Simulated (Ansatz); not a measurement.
Take TlCl in the rock salt structure (space group Fm-3m, No. 225; a = 6.3341 Å; a cell from a computed database, its experimental status unchecked) as the base.

Modification: a negative pressure, −1 GPa.

Method: Ansatz (an electronic-structure program) PBEsol, scalar-relativistic without spin-orbit coupling.

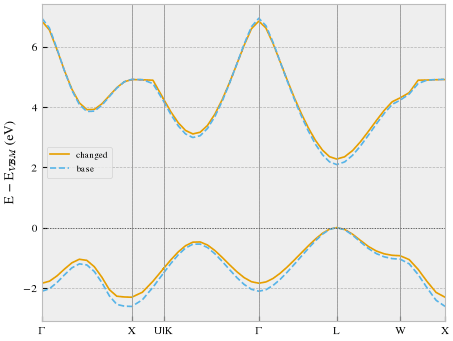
Figure: Highest valence and lowest conduction band along the path, each from its own valence-band maximum

The gap is 2.28 eV, direct at L; the base has 2.09 eV.

Spin-orbit coupling, missing from the scalar runs, can matter with Tl. Load acts through the strain it causes; cell and atoms are relaxed under it. Whether these cells are dynamically stable was not tested. This is not the structure that TlCl has at room temperature and ambient pressure.
